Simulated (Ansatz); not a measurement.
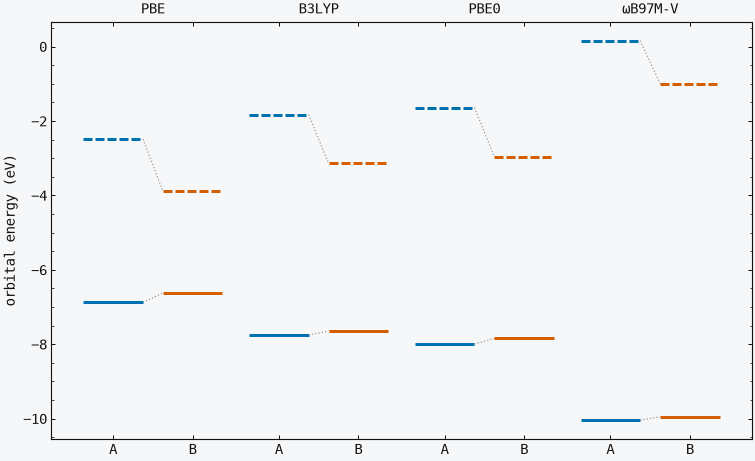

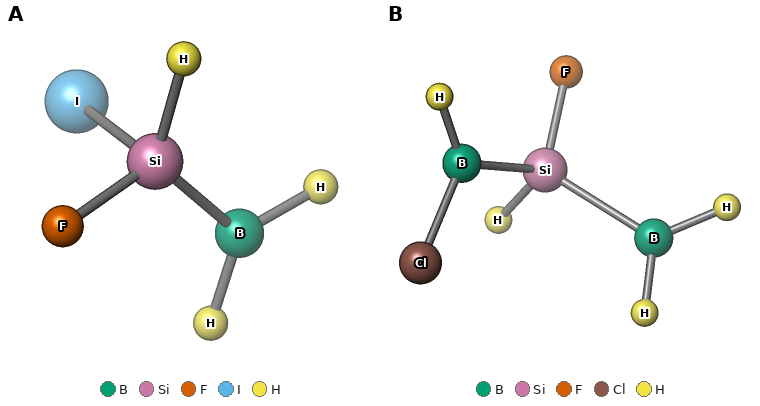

One change: A, BSiH₃IF (SMILES B[Si@H](F)I), becomes B, B₂SiH₄ClF (SMILES B[Si@H](F)BCl). I on Si is replaced by BHCl (bound through B). HOMO (solid) and LUMO (dashed) computed in def2-TZVPP at PBE0-D4/def2-TZVP geometries, both minima by their frequencies, gas phase, the Ansatz code 0.2.0. Empty levels above zero depend strongly on the basis.

**What does the change do to HOMO and LUMO?**

PBE: the HOMO rises by 0.25 eV, the LUMO falls by 1.39 eV, and the separation goes from 4.39 to 2.75 eV. B3LYP: the HOMO rises by 0.10 eV, the LUMO falls by 1.31 eV, and the separation goes from 5.92 to 4.51 eV. PBE0: the HOMO rises by 0.15 eV, the LUMO falls by 1.32 eV, and the separation goes from 6.35 to 4.88 eV. ωB97M-V: the HOMO rises by 0.09 eV, the LUMO falls by 1.16 eV, and the separation goes from 10.20 to 8.95 eV.

**Do the functionals agree on the effect?**

They agree on the direction for both levels; the HOMO shift lies between 0.09 and 0.25 eV and the LUMO shift between −1.39 and −1.16 eV, while the separations themselves differ by up to 6.2 eV between functionals.

Note: core potentials past krypton; spin-orbit coupling is left out, and with I it can shift these values; one conformer of each flexible molecule.
